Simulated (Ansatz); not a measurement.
# Rh (fcc, Cu type), scan of one atom of the cell

Relaxed Rh (fcc, Cu type):

```
Rh
1.0
    3.80000     0.00000     0.00000
    0.00000     3.80000     0.00000
    0.00000     0.00000     3.80000
Rh
4
Cartesian
  0.00000   0.00000   0.00000
  1.90000   1.90000   0.00000
  1.90000   0.00000   1.90000
  0.00000   1.90000   1.90000
```

In this cell atom 1 (Rh, nearest neighbour Rh at 2.687 Å; its periodic images, 3.8 Å or more away, move with it) is moved by s along Cartesian [110], unit vector (0.707, 0.707, 0.000); all other atoms and the cell stay fixed.

All values below come from r2SCAN (plane waves to 500 eV, PAW, scalar-relativistic; Ansatz, a program for electronic structure). k mesh 10×10×10 (Γ-centred), Fermi-Dirac smearing 0.05 eV. E stands for the smeared free energy. With partly filled bands, energies and forces of such displacements shift with the k mesh and the smearing. F∥ is the force on the atom along that direction. Rh is run without spin polarisation. Rh was relaxed with its symmetry unable to fall. ΔE is measured from the undisplaced structure.

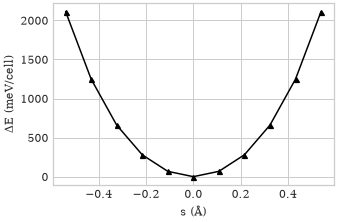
ΔE (meV/cell) against s (Å); one marker a computed point.

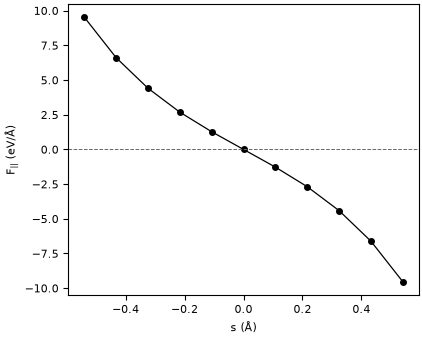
Figure: F∥ (eV/Å) against s (Å); markers are the computed points, lines only join them.

The energy at s = 0.540 Å is 2113 meV/cell. The force along the line at s = -0.540 Å comes out as 9.52 eV/Å. Shape of the curve: a single well with its minimum at or next to zero displacement. Symmetry of the curve: even: the same for both signs. Harmonic estimate at the end of the scan: ½ks² = 1690 meV/cell against the computed 2113 meV/cell, so the well is stiffer than harmonic there.

With its periodic images moving along, the atom's site symmetry in this cell is m-3m.

(A displaced cell: forces are minus the slopes of the energy, force constants its curvatures, and phonons follow from these.)
